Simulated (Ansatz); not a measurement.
# A small benchmark: atomisation enthalpy at 298 K

8 molecules without hydrogen; the atomisation enthalpy at 298 K in kJ/mol, computed less measured. Shapes, held fixed at every level: PBE0-D4/def2-TZVP. Thermal terms are harmonic and unscaled (PBE0-D4/def2-TZVP); the spin-orbit lowering of the free atoms is taken from their spectra. Programs: Ansatz 0.2.0. Measured values: Active Thermochemical Tables, CRC Handbook of Chemistry and Physics, NIST-JANAF tables.

Levels: A = HF/def2-SVP; B = r2SCAN-D4/def2-TZVPP; C = CCSD(T)/def2-SVP; D = CCSD(T)/def2-TZVPP.

```
                          molecule  from tabulated heats      A    B     C     D
           BOF (fluoro(oxo)borane)                  1501   -435  -11   -88   -73
        AsF3 (arsenic trifluoride)                  1326   -598  +25  -167   -42
            BBrF2 (SMILES FB(F)Br)                  1661   -391  +23   -73   -45
   CBr2F2 (dibromodifluoromethane)                  1484   -631  +27  -132   -65
    CBr3Cl (tribromochloromethane)                  1121   -591   +8  -155   -69
     SiCl4 (silicon tetrachloride)                  1598   -473  +20  -189   -74
GeI4 (SMILES [I][Ge]([I])([I])[I])                   856   -417  +29  -129   -21
      C4F8 (octafluorocyclobutane)                  5045  -1705  +81  -247  -159
```

(1) Which level does best on this set, which worst, and which err to one side?

## Answers

(1) 
```
               level                   kind  mean error  mean absolute error  worst case
         HF/def2-SVP           Hartree–Fock      -655.1                655.1        C4F8
r2SCAN-D4/def2-TZVPP               meta-GGA       +25.2                 28.0        C4F8
    CCSD(T)/def2-SVP  coupled cluster or CI      -147.5                147.5        C4F8
  CCSD(T)/def2-TZVPP  coupled cluster or CI       -68.5                 68.5        C4F8
```

On this set r2SCAN-D4/def2-TZVPP has the smallest mean absolute error and HF/def2-SVP the largest. HF/def2-SVP is too low in 8 of 8; r2SCAN-D4/def2-TZVPP is too high in 7 of 8; CCSD(T)/def2-SVP is too low in 8 of 8; CCSD(T)/def2-TZVPP is too low in 8 of 8. The heats of GeI4, C4F8 come from older tables and can be uncertain by 10 kJ/mol or more. The molecules' own spin-orbit binding is left out, so errors for heavy halides read too negative. Heats of the atoms come from ATcT where it has them, that of boron, 570 kJ/mol, from recent work. The levels differ in basis as well as in method. With so many references in doubt the order of the levels isn't settled. The tabulated values of BOF, AsF3, BBrF2 are in doubt (older tables, estimates, or at odds with other calculations) and kept here. Over the 5 molecules whose values aren't doubted the mean absolute errors are A 763.4; B 33.0; C 170.4; D 77.6. Hartree–Fock lacks correlation and underbinds. Correlated wave functions converge slowly with the basis. For atoms past krypton def2 sets carry core potentials with scalar relativity. Relativity is left out for As, Br, Ge. Outer-core shells of As, Br, Ge, I are correlated, in sets that cover them unevenly. The set is small.

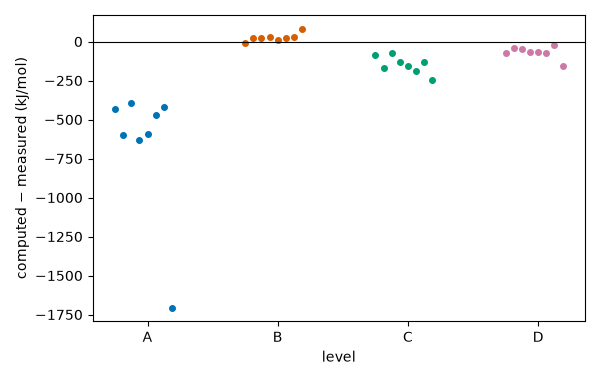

Errors of each level, one point a molecule.
